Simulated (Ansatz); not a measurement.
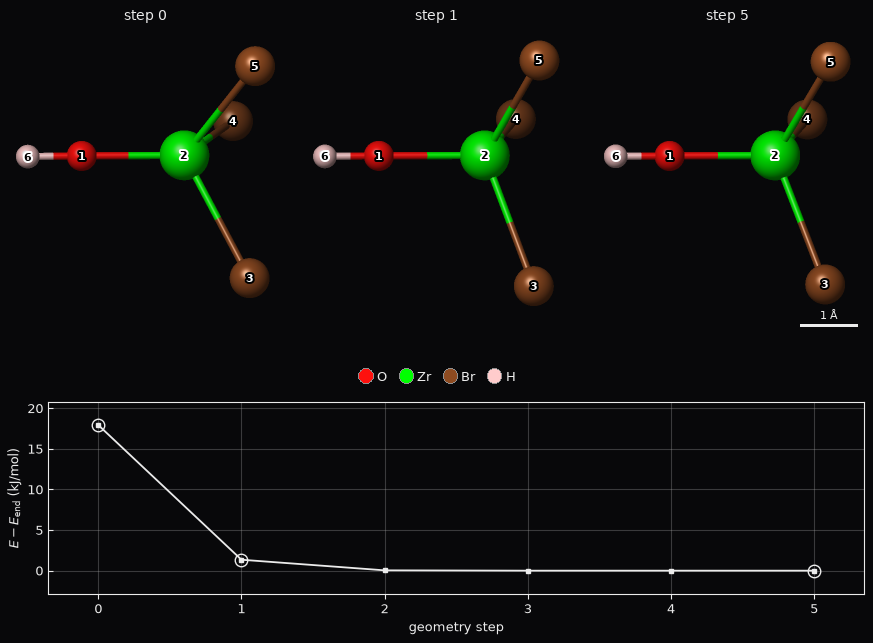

Frames of a relaxation of ZrHOBr3, marked on the history of the run. Style: ball-and-stick. Shown face on.

The start comes from GFN2-xTB.

All numbers below come from Ansatz 0.2.0, RKS PBE0-D4/def2-TZVP.

Input
```yaml
crystal:
  periodic: [false, false, false]
  atoms:
    - {symbol: O, position_ang: [-0.022170, 0.213260, 1.585220]}
    - {symbol: Zr, position_ang: [0.001270, -0.027560, -0.218740]}
    - {symbol: Br, position_ang: [1.783400, -1.533780, -1.088820]}
    - {symbol: Br, position_ang: [-2.056970, -1.013020, -1.217470]}
    - {symbol: Br, position_ang: [0.323500, 2.023970, -1.593910]}
    - {symbol: H, position_ang: [-0.029020, 0.337130, 2.533710]}
basis:
  gaussian: {orbitals: def2-TZVP}
hamiltonian: {xc: pbe0, dispersion: d4}
relax: {f_tol: 0.005, max_steps: 150}
```

Launched with:
```bash
ansatz run in.yaml --threads 4 --pin off --events-out ev --progress --plain --max-ram 11315MiB
```

> What happens along the run?

After 5 geometry steps the energy has fallen by 17.9 kJ/mol. Largest force component: 3 eV/Å at the start, 0.00059 eV/Å at the end. The largest moves after the best rigid fit, 0.17 Å, are those of Br4 and Br5. By element the largest moves are Br 0.17 Å, Zr 0.16 Å, H 0.11 Å, O 0.10 Å. Some distances before and after: O1–Zr2 1.820 → 1.874 Å. Bond angles that change, for instance: Br3–Zr2–Br4 102.2° → 109.9°, O1–Zr2–Br3 115.8° → 109.0°. From step 0 to 1: Br atoms move most (0.19 Å), energy −16.6 kJ/mol. From step 1 to 5: Br atoms move most (0.03 Å), energy −1.35 kJ/mol.

```tsv
step	E − E(0), kJ/mol	largest force component, eV/Å
0	0.00	3.0005
1	-16.59	0.3126
2	-17.90	0.0672
3	-17.94	0.0222
4	-17.94	0.0063
5	-17.94	0.0006
```
